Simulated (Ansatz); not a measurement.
# B2H2 (triplet): one geometry, many settings at distance B1–H3 = 1.907 Å

Aim: run B2H2 (triplet) at one geometry under a spread of methods and options, and see what each costs and gives.

The runs use Ansatz 0.2.0, Gaussian basis; the settings change from run to run.

20 further runs of the same task are left out: 2 for a mislabelled method, 12 that didn't finish, 6 set aside as unsound or not needed.

## 1. What is computed

The geometry derives from a PBE0/def2-TZVP stationary point (not a proven minimum). One bond is set to the value named and the two fragments are kept rigid.

4 atoms, charge 0, spin multiplicity 3.

Atoms are counted from 1 here; the program's logs count them from 0.

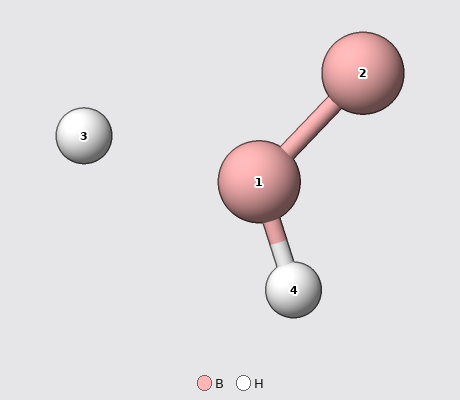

The structure; boron pink, hydrogen white; atoms are numbered from 1 in the order of the file.

## 2. MRCISD+Q(4,3)/6-31G

Input file in.yaml:

```yaml
crystal:
  periodic: [false, false, false]
  atoms:
    - {symbol: B, position_ang: [0.000000, -0.026510, 0.660996]}
    - {symbol: B, position_ang: [0.000000, -0.026510, -0.924086]}
    - {symbol: H, position_ang: [0.000000, 1.643063, 1.582503]}
    - {symbol: H, position_ang: [0.000000, -1.074378, 1.239358]}
basis:
  gaussian: {orbitals: 6-31G}
magnetization: {spin_polarized: false, initial_magnetization: 2}
correlation: {method: fic_mrcisd_q, electrons: outside_noble_gas, active_space: {window: {electrons: 4, orbitals: 3}}}
```

Command:

```sh
> ansatz run in.yaml --threads 1 --pin off --events-out ev --progress --plain --max-ram 2393MiB
```

Standard output, cut to the lines that bear on the results:

```text
Functional definition: HF
  name "HF"
  cite "Fock, Z. Phys. 61, 126 (1930) doi:10.1007/BF01340294"
  parent pbe
[...]
316 factors; integrals over basis functions are off by at most 2.6e-4 eV
[...]
mean field -1368.19681469 eV, -50.2803055426 hartree, gradient 2.4e-6 eV, S^2 2.000000; 2 other end points of the search recorded, 0 dependent functions left out
reference -1368.19681469 eV, -50.2803055426 hartree; 7, 5 occupied and 15, 17 virtual orbitals, 316 factors
state -1368.19681469 eV, -50.2803055426 hartree
contracted CI cycle   1: correlation 0.00000000 eV, 0.0000000000 hartree, residual 1.09e1 eV
contracted CI cycle   2: correlation -2.68355642 eV, -0.0986188795 hartree, residual 2.47e0 eV
contracted CI cycle   3: correlation -2.92519346 eV, -0.1074988770 hartree, residual 1.19e0 eV
contracted CI cycle   4: correlation -2.96813602 eV, -0.1090769867 hartree, residual 4.26e-1 eV
contracted CI cycle   5: correlation -2.97322888 eV, -0.1092641459 hartree, residual 1.62e-1 eV
contracted CI cycle   6: correlation -2.97407907 eV, -0.1092953897 hartree, residual 6.62e-2 eV
contracted CI cycle   7: correlation -2.97425191 eV, -0.1093017415 hartree, residual 2.87e-2 eV
contracted CI cycle   8: correlation -2.97427769 eV, -0.1093026890 hartree, residual 1.06e-2 eV
contracted CI cycle   9: correlation -2.97428074 eV, -0.1093028011 hartree, residual 3.52e-3 eV
contracted CI cycle  10: correlation -2.97428116 eV, -0.1093028165 hartree, residual 1.42e-3 eV
contracted CI cycle  11: correlation -2.97428123 eV, -0.1093028191 hartree, residual 5.57e-4 eV
state -1368.19681469 eV, -50.2803055426 hartree; corrected -1371.51194428 eV, -50.4021343083 hartree
WARN: 1 active orbitals are nearly empty or full. The corrections depend on them more than the energy does, and are more stable in an active space without them
Total energy: -1371.51194428 eV, -50.4021343083 hartree
```

It took 0.36 s on 1 thread of Intel Xeon 6975P-C, shared host.

From the report: 4 determinants; active occupations 2.00, 1.00, 1.00. The report marks this result as in doubt.

## 3. BCCD(T) on ROHF/STO-3G

Changes to in.yaml since step 2:

```diff
@@ -8,4 +8,7 @@
 basis:
-  gaussian: {orbitals: 6-31G}
+  gaussian: {orbitals: STO-3G}
 magnetization: {spin_polarized: false, initial_magnetization: 2}
-correlation: {method: fic_mrcisd_q, electrons: outside_noble_gas, active_space: {window: {electrons: 4, orbitals: 3}}}
+hamiltonian: {pseudopotentials: {relativity: scalar}}
+correlation: {method: bccd_t, electrons: outside_noble_gas}
+scf: {lower_state_search: off}
+output: {forces: true}
```

Launched as before.

Standard output, cut to the lines that bear on the results:

```text
Functional definition: HF
  name "HF"
  cite "Fock, Z. Phys. 61, 126 (1930) doi:10.1007/BF01340294"
  parent pbe
[...]
151 factors; integrals over basis functions are off by at most 2.4e-4 eV
[...]
mean field -1349.12459393 eV, -49.5794143575 hartree, gradient 2.4e-6 eV, S^2 2.000000; 0 other end points of the search recorded, 0 dependent functions left out
2 core orbitals not correlated: weight in the atoms' cores, before any rotation towards them, 1.000 or more for the frozen orbitals, at most 0.000 for the correlated occupied ones
reference -1349.12459393 eV, -49.5794143575 hartree; 5, 3 occupied and 5, 7 virtual orbitals, 151 factors
second order -1.98891308 eV of doubles, -0.00445453 eV of singles
cycle   1  -2.64974636 eV  change   -6.6e-1 eV  update   9.6e-2
[...]
cycle  20  -3.21669254 eV  change   -2.5e-7 eV  update   4.7e-7
perturbative correction -0.08020192 eV, -0.0029473661 hartree
[...]
Total energy: -1352.42148839 eV, -49.7005729943 hartree
Relativity: scalar
Atom 0 at     0.000000    -0.026510     0.660996 Å, force     0.000000     2.995362     1.123569 eV/Å
Atom 1 at     0.000000    -0.026510    -0.924086 Å, force    -0.000000     0.370849     0.755509 eV/Å
Atom 2 at     0.000000     1.643063     1.582503 Å, force     0.000000    -3.893222    -2.148963 eV/Å
Atom 3 at     0.000000    -1.074378     1.239358 Å, force     0.000000     0.527012     0.269884 eV/Å
Dipole moment:     0.000000    -0.037192    -0.287572 e Å
Checks for a lower state left out: starts, cluster_reference, orbital_swaps, neighbouring_geometries, increment
```

It took 0.27 s on 1 thread of Intel Xeon 6975P-C, shared host.

From the report: correlation -3.2969 eV; largest double amplitude 0.12.

## 4. MRCISD+Q(4,4)/6-31G

Input file in.yaml:

```yaml
crystal:
  periodic: [false, false, false]
  atoms:
    - {symbol: B, position_ang: [0.000000, -0.026510, 0.660996]}
    - {symbol: B, position_ang: [0.000000, -0.026510, -0.924086]}
    - {symbol: H, position_ang: [0.000000, 1.643063, 1.582503]}
    - {symbol: H, position_ang: [0.000000, -1.074378, 1.239358]}
basis:
  gaussian: {orbitals: 6-31G}
magnetization: {spin_polarized: false, initial_magnetization: 2}
correlation: {method: fic_mrcisd_q, electrons: valence, active_space: {window: {electrons: 4, orbitals: 4}, states: [{multiplicity: 3, weights: [1, 1, 0.5]}], root: 1}}
```

Same command.

Standard output, cut to the lines that bear on the results:

```text
Functional definition: HF
  name "HF"
  cite "Fock, Z. Phys. 61, 126 (1930) doi:10.1007/BF01340294"
  parent pbe
[...]
508 factors; integrals over basis functions are off by at most 1.9e-7 eV
[...]
mean field -1368.19683967 eV, -50.2803064609 hartree, gradient 2.4e-6 eV, S^2 2.000000; 2 other end points of the search recorded, 0 dependent functions left out
reference -1368.19683967 eV, -50.2803064609 hartree; 7, 5 occupied and 15, 17 virtual orbitals, 508 factors
state -1368.32519729 eV, -50.2850235162 hartree
state -1366.98628446 eV, -50.2358193773 hartree
state -1365.23320580 eV, -50.1713949247 hartree
contracted CI cycle   1: correlation 0.00000000 eV, 0.0000000000 hartree, residual 1.08e1 eV
contracted CI cycle   2: correlation -2.58988776 eV, -0.0951766197 hartree, residual 2.61e0 eV
contracted CI cycle   3: correlation -2.83102453 eV, -0.1040382327 hartree, residual 1.09e0 eV
[...]
contracted CI cycle   4: correlation -3.06827149 eV, -0.1127568976 hartree, residual 4.46e-1 eV
contracted CI cycle   5: correlation -3.07619648 eV, -0.1130481357 hartree, residual 2.40e-1 eV
contracted CI cycle   6: correlation -3.07928616 eV, -0.1131616790 hartree, residual 1.59e-1 eV
contracted CI cycle   7: correlation -3.08047456 eV, -0.1132053520 hartree, residual 8.34e-2 eV
contracted CI cycle   8: correlation -3.08071621 eV, -0.1132142326 hartree, residual 3.61e-2 eV
contracted CI cycle   9: correlation -3.08076229 eV, -0.1132159261 hartree, residual 1.56e-2 eV
contracted CI cycle  10: correlation -3.08077152 eV, -0.1132162651 hartree, residual 7.16e-3 eV
contracted CI cycle  11: correlation -3.08077323 eV, -0.1132163281 hartree, residual 3.17e-3 eV
contracted CI cycle  12: correlation -3.08077356 eV, -0.1132163400 hartree, residual 1.31e-3 eV
state -1365.23320580 eV, -50.1713949247 hartree; corrected -1368.74172062 eV, -50.3003304662 hartree
Total energy: -1369.83240739 eV, -50.3404124659 hartree
```

Run time: 0.48 s. Hardware: 1 thread of Intel Xeon 6975P-C, shared host.

From the report: 18 determinants; active occupations (of the averaged states) 1.96, 0.82, 0.61, 0.61.

## 5. CISDT/6-31G

Changes to in.yaml since step 4:

```diff
@@ -10,2 +10,3 @@
 magnetization: {spin_polarized: false, initial_magnetization: 2}
-correlation: {method: fic_mrcisd_q, electrons: valence, active_space: {window: {electrons: 4, orbitals: 4}, states: [{multiplicity: 3, weights: [1, 1, 0.5]}], root: 1}}
+correlation: {active_space: {ras: {orbitals: [3, 2, 15], electrons: 8, max_holes: 3, max_particles: 3}, fixed_orbitals: true}}
+scf: {lower_state_search: off}
```

Launched as before.

Standard output:

```text
Functional definition: HF
  name "HF"
  cite "Fock, Z. Phys. 61, 126 (1930) doi:10.1007/BF01340294"
  parent pbe
  exchange = exact_x
  correlation = 0
these checks for a lower state are left out or cut short: stability, starts, cluster_reference, orbital_swaps, neighbouring_geometries, increment
316 factors; integrals over basis functions are off by at most 2.6e-4 eV
mean field evaluation 1: about -1366.2895 eV, gradient 1.1e1 eV
mean field evaluation 2: about -1366.2910 eV, gradient 1.1e1 eV
mean field evaluation 4: about -1368.0112 eV, gradient 2.4e0 eV
mean field evaluation 8: about -1368.1969 eV, gradient 6.0e-2 eV
mean field -1368.19681469 eV, -50.2803055426 hartree, gradient 2.4e-6 eV, S^2 2.000000; 0 other end points of the search recorded, 0 dependent functions left out
reference -1368.19681469 eV, -50.2803055426 hartree; 7, 5 occupied and 15, 17 virtual orbitals, 316 factors
state -1371.37395918 eV, -50.3970634491 hartree
Total energy: -1371.37395918 eV, -50.3970634491 hartree
Checks for a lower state left out: stability, starts, cluster_reference, orbital_swaps, neighbouring_geometries, increment
```

It took 0.99 s on 1 thread of Intel Xeon 6975P-C, shared host.

From the report: 142,588 determinants.

## 6. HF/6-31++G**

Input file in.yaml:

```yaml
crystal:
  periodic: [false, false, false]
  atoms:
    - {symbol: B, position_ang: [0.000000, -0.026510, 0.660996]}
    - {symbol: B, position_ang: [0.000000, -0.026510, -0.924086]}
    - {symbol: H, position_ang: [0.000000, 1.643063, 1.582503]}
    - {symbol: H, position_ang: [0.000000, -1.074378, 1.239358]}
basis:
  gaussian: {orbitals: "6-31++G**"}
magnetization: {spin_polarized: true, initial_magnetization: 2}
hamiltonian: {xc: hf}
accuracy: high
output: {forces: true, orbitals: {seedname: orbitals}}
```

Same command.

Standard output, cut to the lines that bear on the results:

```text
Functional definition: HF
  name "HF"
  cite "Fock, Z. Phys. 61, 126 (1930) doi:10.1007/BF01340294"
  parent pbe
[...]
993 factors; integrals over basis functions are off by at most 3.3e-9 eV
[...]
mean field -1368.81149142 eV, -50.3028944959 hartree, gradient 3.6e-8 eV, S^2 2.253005; 1 other end points of the search recorded, 0 dependent functions left out
[...]
reference -1368.81149142 eV, -50.3028944959 hartree; 7, 5 occupied and 43, 45 virtual orbitals, 993 factors
Total energy: -1368.81149142 eV, -50.3028944959 hartree
Atom 0 at     0.000000    -0.026510     0.660996 Å, force     0.000000     1.634099     1.180954 eV/Å
Atom 1 at     0.000000    -0.026510    -0.924086 Å, force    -0.000000     0.477519    -0.036601 eV/Å
Atom 2 at     0.000000     1.643063     1.582503 Å, force    -0.000000    -2.694675    -1.509502 eV/Å
Atom 3 at     0.000000    -1.074378     1.239358 Å, force    -0.000000     0.583057     0.365149 eV/Å
Dipole moment:     0.000000    -0.185114    -0.248244 e Å
```

Run time: 0.93 s. Hardware: 1 thread of Intel Xeon 6975P-C, shared host.

From the report: ⟨S²⟩ of the determinant 2.253 (pure triplet: 2.00).

## 7. CCSDT(Q)/B on UHF/6-31G

Changes to in.yaml since step 6:

```diff
@@ -8,6 +8,5 @@
 basis:
-  gaussian: {orbitals: "6-31++G**"}
+  gaussian: {orbitals: 6-31G}
 magnetization: {spin_polarized: true, initial_magnetization: 2}
-hamiltonian: {xc: hf}
-accuracy: high
-output: {forces: true, orbitals: {seedname: orbitals}}
+correlation: {method: ccsdt_q_b, electrons: valence}
+scf: {omitted_lower_state_checks: [cluster_reference]}
```

Launched as before.

Standard output, cut to the lines that bear on the results:

```text
Functional definition: HF
  name "HF"
  cite "Fock, Z. Phys. 61, 126 (1930) doi:10.1007/BF01340294"
  parent pbe
[...]
508 factors; integrals over basis functions are off by at most 1.9e-7 eV
[...]
mean field -1368.34061519 eV, -50.2855901136 hartree, gradient 2.5e-6 eV, S^2 2.295055; 4 other end points of the search recorded, 0 dependent functions left out
2 core orbitals not correlated: weight in the atoms' cores, before any rotation towards them, 1.000 or more for the frozen orbitals, at most 0.000 for the correlated occupied ones
reference -1368.34061519 eV, -50.2855901136 hartree; 5, 3 occupied and 15, 17 virtual orbitals, 508 factors
second order -1.99397237 eV of doubles, -0.00000000 eV of singles
cycle   1  -2.45146549 eV  change   -4.6e-1 eV  update   8.4e-2
[...]
cycle  26  -3.20516389 eV  change    2.7e-7 eV  update   2.4e-7
perturbative correction -0.00394519 eV, -0.0001449830 hartree
Total energy: -1371.54972427 eV, -50.4035226972 hartree
Checks for a lower state left out: cluster_reference
```

Run time: 2.1 s. Hardware: 1 thread of Intel Xeon 6975P-C, shared host.

From the report: ⟨S²⟩ of the determinant 2.295 (pure triplet: 2.00); correlation -3.2091 eV; T1 0.072; largest double amplitude 0.11.

## 8. CASSCF(4,3)/6-31G

Changes to in.yaml since step 7:

```diff
@@ -9,4 +9,3 @@
   gaussian: {orbitals: 6-31G}
-magnetization: {spin_polarized: true, initial_magnetization: 2}
-correlation: {method: ccsdt_q_b, electrons: valence}
-scf: {omitted_lower_state_checks: [cluster_reference]}
+magnetization: {spin_polarized: false, initial_magnetization: 2}
+correlation: {active_space: {window: {electrons: 4, orbitals: 3}}}
```

Same command.

Standard output:

```text
Functional definition: HF
  name "HF"
  cite "Fock, Z. Phys. 61, 126 (1930) doi:10.1007/BF01340294"
  parent pbe
  exchange = exact_x
  correlation = 0
316 factors; integrals over basis functions are off by at most 2.6e-4 eV
mean field evaluation 1: about -1366.2895 eV, gradient 1.1e1 eV
mean field evaluation 2: about -1366.2910 eV, gradient 1.1e1 eV
mean field evaluation 4: about -1368.0112 eV, gradient 2.4e0 eV
mean field evaluation 8: about -1368.1969 eV, gradient 6.0e-2 eV
mean field evaluation 16: about -1368.1955 eV, gradient 3.7e-1 eV
mean field -1368.19681469 eV, -50.2803055426 hartree, gradient 2.4e-6 eV, S^2 2.000000; 2 other end points of the search recorded, 0 dependent functions left out
reference -1368.19681469 eV, -50.2803055426 hartree; 7, 5 occupied and 15, 17 virtual orbitals, 316 factors
state -1368.19681469 eV, -50.2803055426 hartree
Total energy: -1368.19681469 eV, -50.2803055426 hartree
```

Run time: 0.12 s. Hardware: 1 thread of Intel Xeon 6975P-C, shared host.

From the report: 9 determinants; active occupations 2.00, 1.00, 1.00. With so small a space the active step adds no correlation: the energy is the mean field's.

## 9. BCCD on ROHF/def2-SVP

Changes to in.yaml since step 8:

```diff
@@ -8,4 +8,5 @@
 basis:
-  gaussian: {orbitals: 6-31G}
+  gaussian: {orbitals: def2-SVP}
 magnetization: {spin_polarized: false, initial_magnetization: 2}
-correlation: {active_space: {window: {electrons: 4, orbitals: 3}}}
+correlation: {method: bccd, electrons: all}
+output: {forces: true}
```

Same command.

Standard output, cut to the lines that bear on the results:

```text
Functional definition: HF
  name "HF"
  cite "Fock, Z. Phys. 61, 126 (1930) doi:10.1007/BF01340294"
  parent pbe
[...]
394 factors; integrals over basis functions are off by at most 1.4e-3 eV
[...]
mean field -1367.52289560 eV, -50.2555394730 hartree, gradient 1.6e-6 eV, S^2 2.000000; 5 other end points of the search recorded, 0 dependent functions left out
[...]
determinant -1367.52289560 eV, -50.2555394730 hartree, with singles and doubles -1372.03923065 eV, -50.4215117249 hartree
determinant -1366.19649272 eV, -50.2067950663 hartree, with singles and doubles -1370.47058876 eV, -50.3638651986 hartree
determinant -1364.55028805 eV, -50.1462981606 hartree, with singles and doubles -1368.98211848 eV, -50.3091649246 hartree
determinant -1364.15620840 eV, -50.1318160005 hartree, with singles and doubles -1369.20352428 eV, -50.3173014379 hartree
reference -1367.52289560 eV, -50.2555394730 hartree; 7, 5 occupied and 31, 33 virtual orbitals, 394 factors
second order -3.47721575 eV of doubles, -0.02891094 eV of singles
cycle   1  -4.51614688 eV  change    1.9e-4 eV  update   1.4e-2
[...]
cycle  16  -4.51026832 eV  change    2.4e-7 eV  update   4.2e-7
[...]
Total energy: -1372.03316392 eV, -50.4212887764 hartree
Atom 0 at     0.000000    -0.026510     0.660996 Å, force    -0.000000     2.611336     1.782091 eV/Å
Atom 1 at     0.000000    -0.026510    -0.924086 Å, force     0.000000     0.355101    -0.475308 eV/Å
Atom 2 at     0.000000     1.643063     1.582503 Å, force     0.000000    -3.037101    -1.725904 eV/Å
Atom 3 at     0.000000    -1.074378     1.239358 Å, force    -0.000000     0.070664     0.419120 eV/Å
Dipole moment:    -0.000000    -0.119265    -0.194455 e Å
```

Wall time 4.2 s (1 thread of Intel Xeon 6975P-C, shared host).

From the report: correlation -4.5103 eV; largest double amplitude 0.08.

## 10. CCSDT on ROHF/6-31G

Changes to in.yaml since step 9:

```diff
@@ -8,5 +8,4 @@
 basis:
-  gaussian: {orbitals: def2-SVP}
+  gaussian: {orbitals: 6-31G}
 magnetization: {spin_polarized: false, initial_magnetization: 2}
-correlation: {method: bccd, electrons: all}
-output: {forces: true}
+correlation: {method: ccsdt, electrons: outside_noble_gas}
```

Same command.

Standard output, cut to the lines that bear on the results:

```text
Functional definition: HF
  name "HF"
  cite "Fock, Z. Phys. 61, 126 (1930) doi:10.1007/BF01340294"
  parent pbe
[...]
508 factors; integrals over basis functions are off by at most 1.9e-7 eV
[...]
mean field -1368.19683967 eV, -50.2803064609 hartree, gradient 2.4e-6 eV, S^2 2.000000; 5 other end points of the search recorded, 0 dependent functions left out
[...]
determinant -1368.19683967 eV, -50.2803064609 hartree, with singles and doubles -1371.38906146 eV, -50.3976184479 hartree
determinant -1366.84843841 eV, -50.2307536284 hartree, with singles and doubles -1369.73069208 eV, -50.3366744973 hartree
determinant -1365.07942962 eV, -50.1657437546 hartree, with singles and doubles -1368.27344443 eV, -50.2831216338 hartree
determinant -1364.77491782 eV, -50.1545531521 hartree, with singles and doubles -1368.48152259 eV, -50.2907683649 hartree
2 core orbitals not correlated: weight in the atoms' cores, before any rotation towards them, 1.000 or more for the frozen orbitals, at most 0.000 for the correlated occupied ones
reference -1368.19683967 eV, -50.2803064609 hartree; 5, 3 occupied and 15, 17 virtual orbitals, 508 factors
second order -2.22414756 eV of doubles, -0.00970394 eV of singles
cycle   1  -2.74390296 eV  change   -5.1e-1 eV  update   8.9e-2
[...]
cycle  24  -3.34801374 eV  change   -5.7e-8 eV  update   2.6e-7
Total energy: -1371.54485342 eV, -50.4033436965 hartree
```

Run time: 2 s. Hardware: 1 thread of Intel Xeon 6975P-C, shared host.

From the report: correlation -3.3480 eV; T1 0.044; largest double amplitude 0.10.

## 11. All runs side by side

Where basis and cores are those of an earlier FCI/6-31G run (-1371.5510 eV), and the state is the same kind, the miss against it is given. † marks a result that the program doubts.

```csv
level,correlated,functions,energy (eV),from FCI (meV),time
"MRCISD+Q(4,3)/6-31G †",outside noble gas,22,-1371.5119,39.0,0.36 s
BCCD(T) on ROHF/STO-3G (relativity set),outside noble gas,12,-1352.4215,,0.27 s
"MRCISD+Q(4,4)/6-31G (excited root 1 of an average)",valence,22,-1369.8324,,0.48 s
CISDT/6-31G,outside noble gas,22,-1371.3740,177.0,0.99 s
HF/6-31++G**,,50,-1368.8115,,0.93 s
CCSDT(Q)/B on UHF/6-31G,valence,22,-1371.5497,1.2,2.1 s
"CASSCF(4,3)/6-31G",,22,-1368.1968,3354.2,0.12 s
BCCD on ROHF/def2-SVP,all,38,-1372.0332,,4.2 s
CCSDT on ROHF/6-31G,outside noble gas,22,-1371.5449,6.1,2 s
```

## 12. Outcome

```
quantity                         value
    runs                             9
quickest     CASSCF(4,3)/6-31G, 0.12 s
 slowest  BCCD on ROHF/def2-SVP, 4.2 s
```

**Reading.** Total energies in different bases, with other cores or another treatment of relativity can't be set against each other. BCCD on ROHF/def2-SVP took 35 times as long as CASSCF(4,3)/6-31G; the jobs differ in more than the method. Among the correlated runs with a miss given, it spans +1 to +177 meV. Hartree-Fock, CASSCF and CASCI lack dynamic correlation by design.
